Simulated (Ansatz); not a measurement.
One crystal and one scan (scan of one atom of the cell) at two levels, PBE (plane waves to 420 eV, PAW, scalar-relativistic; Ansatz, a program for electronic structure) and r2SCAN (plane waves to 500 eV, PAW, scalar-relativistic; Ansatz), each from its own relaxed cell and on its own mesh. The cell shown is that of PBE.

Relaxed SrTiO3 (cubic perovskite):

```yaml
crystal:
  lattice:
    - [3.93649, 0.00000, 0.00000]
    - [0.00000, 3.93649, 0.00000]
    - [0.00000, 0.00000, 3.93649]
  atoms:
    - { symbol: Sr, position: [0.00000, 0.00000, 0.00000] }
    - { symbol: Ti, position: [0.50000, 0.50000, 0.50000] }
    - { symbol: O, position: [0.00000, 0.50000, 0.50000] }
    - { symbol: O, position: [0.50000, 0.50000, 0.00000] }
    - { symbol: O, position: [0.50000, 0.00000, 0.50000] }
```

Scan: atom 1 (Sr, nearest neighbour O at 2.784 Å; its periodic images, 3.9 Å or more away, move with it) is displaced along Cartesian [110], direction (0.707, 0.707, 0.000) in Cartesian axes, by s. The other atoms stay.

The energy includes the smearing's −TS. SrTiO3 is run without spin polarisation. SrTiO3 was relaxed with its symmetry unable to fall. The PAW data are Ansatz's earlier set. (PBE) Left out: 2 of 11 points, with atoms too close for the PAW data. (r2SCAN) Left out: 2 of 11 points, with atoms too close for the PAW data. Percentages come from the unrounded values.

```csv
quantity,PBE,r2SCAN,PBE − r2SCAN
Lattice constant a (Å),3.936,3.908,+0.028 (+0.7 %)
"Band gap of the relaxed cell, no spin-orbit coupling (eV)",1.85,2.27,-0.42 (-19 %)
Force constant k = d²E/ds² at s = 0 (finite differences) (eV/Å²),3.23,3.99,-0.76 (-19 %)
```

PBE gives the higher value for: lattice constant a. PBE gives the lower value for: band gap of the relaxed cell, no spin-orbit coupling; force constant k = d²E/ds² at s = 0. Both give the same shape of the curve: a single well with its minimum at or next to zero displacement. Neither level is exact: the differences show how much the result hangs on the functional.

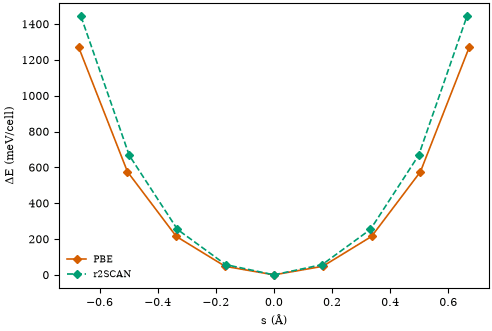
Figure. ΔE, each from the undisplaced structure of its own level.

(For displaced atoms, the force is minus the slope of the energy, and its curvature is a force constant, which sets phonon frequencies.)
